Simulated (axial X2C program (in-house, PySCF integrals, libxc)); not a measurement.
Relativistic diatomic calculation for BrCo⁺

BrCo⁺, single determinant with Ω = 7/2. Computed at this level: HF, two-component X2C with atomic mean-field Coulomb and Gaunt terms, Br dyall-cv3z, Co dyall-cv3z (cores contracted) (axial X2C program (in-house, PySCF integrals, libxc)).

## Input file
```
{"zs": [35, 27], "q": 1, "bas": ["dyall-cv3z", "dyall-cv3z"], "levels": ["PBE0", "HF", "B3LYP"], "cc": true, "r0": 2.25, "thr": -2.0, "nmax": 90, "npts": 10, "nst": 2, "ntry": 6}
```

The line is the task of a batch: nuclear charges, charge, bases, the levels to run, a first guess of the distance and further settings. This report covers HF with spin-orbit coupling. The log is that of the reference distance 2.151 Å.

Hardware: 1 thread of Arm Neoverse V2, 24 GiB of memory available, shared host.

Launched within a batch (the task file carries these settings):
```bash
python <driver script> task.json out
```

## Output
```
two-component X2C + atomic mean field  HF
basis functions 210  fitting functions 1174  grid points 5798
iter        total energy     max residual
   1      -3994.846883638     2.41e-01
   2      -3994.909441050     2.23e-02
   3      -3994.919015303     6.22e-02
   4      -3994.923893667     9.16e-03
   5      -3994.924414858     2.16e-03
   6      -3994.924601096     2.53e-03
   7      -3994.924635597     9.34e-04
   8      -3994.924649146     5.69e-04
   9      -3994.924653262     5.04e-04
  10      -3994.924657004     3.97e-04
  11      -3994.924659492     2.92e-04
  12      -3994.924661592     1.86e-04
  13      -3994.924663038     1.48e-04
  14      -3994.924663905     1.06e-04
  15      -3994.924664243     5.62e-05
  16      -3994.924664330     3.13e-05
  17      -3994.924664346     9.82e-06
  18      -3994.924664349     4.92e-06
  19      -3994.924664350     3.37e-06
  20      -3994.924664350     2.08e-06
converged
one-electron -5997.70658309  Coulomb 1921.39279502  exact exchange -149.70596565  xc functional 0.00000000  nuclear repulsion 232.48371191  atomic mean-field constant -1.38862254
correlated 15  virtual 265  natural virtual 90  E(MP2) -0.405858711  MP2 remainder -0.036887441
iter   CCSD correlation   residual
   1     -0.370871812   1.15e-01
   2     -0.378636434   5.59e-02
   3     -0.382216346   3.25e-02
   4     -0.383106167   1.99e-02
   5     -0.384032451   1.22e-02
   6     -0.384390364   5.42e-03
   7     -0.384441864   2.18e-03
   8     -0.384474629   1.18e-03
   9     -0.384451844   7.15e-04
  10     -0.384463120   3.66e-04
  11     -0.384458995   1.72e-04
  12     -0.384461701   8.77e-05
  13     -0.384461950   5.04e-05
  14     -0.384461694   3.14e-05
  15     -0.384461455   2.17e-05
  16     -0.384461192   1.52e-05
  17     -0.384461024   1.06e-05
  18     -0.384461014   7.43e-06
(T) -0.01327998519818259  T1 0.0479  D1 0.1419  max T2 0.050
```

## The points of the curve

```
R (Å)   E (hartree)  dipole (D; origin at the first atom, positive when the second is positive)  highest filled (eV)  lowest empty (eV)
2.022  −3994.908231                                                                       12.16               −16.80              −6.91
2.087  −3994.918573                                                                       12.66               −16.61              −7.03
2.151  −3994.924664                                                                       13.14               −16.42              −7.15
2.226  −3994.927608                                                                       13.69               −16.21              −7.28
2.302  −3994.927139                                                                       14.21               −16.02              −7.40
2.398  −3994.922972                                                                       14.81               −15.81              −7.55
```

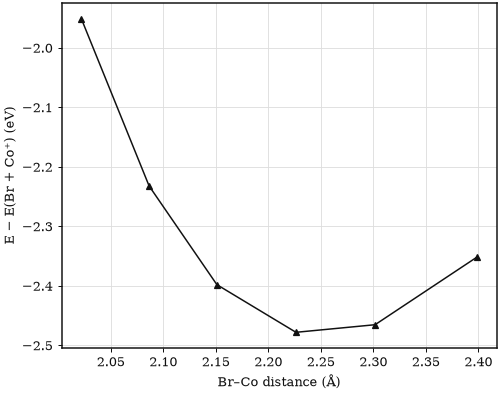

**Figure 1.** Energy at 6 bond lengths, for one set of occupations held fixed; the line joins the points. A polynomial of degree 4 through 6 points gives rₑ = 2.251 Å, ωₑ = 344.4 cm⁻¹, ωₑxₑ = 0.94 cm⁻¹ and Bₑ = 0.09859 cm⁻¹. The minimum lies 2.48 eV below Br + Co⁺, each computed as one determinant at the same level.

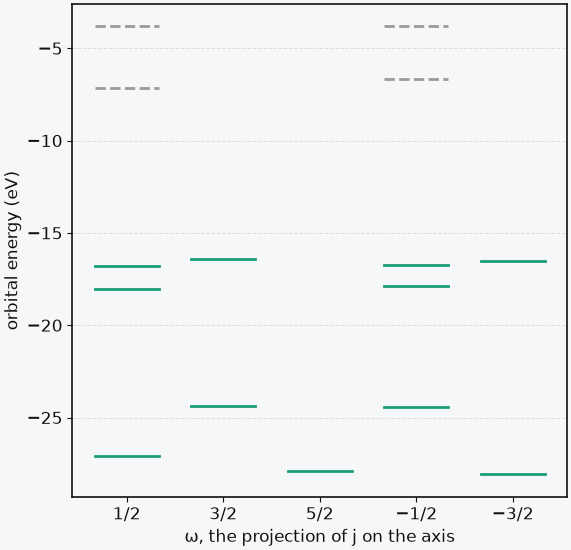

**Figure 2.** Orbital energies near the frontier at 2.15 Å, filled (solid) and empty (dashed). The highest filled spinor (3/2; 89 % Br p, 6 % Co p) lies at −16.42 eV, the lowest empty one (1/2; 57 % Co s, 33 % Co p) at −7.15 eV.

## Results in brief

| quantity | value |
| --- | --- |
| outcome | converged |
| bond length rₑ | 2.251 Å |
| ωₑ | 344.4 cm⁻¹ |
| energy at the minimum | −3994.92778 hartree |
| depth below the fragments | 2.48 eV |
| wall time | 4.4 s |
| peak memory | 1 GiB |

## Notes

Hartree–Fock lacks correlation, so it usually binds too weakly. To bear in mind: 6 of the 10 points asked for were kept.
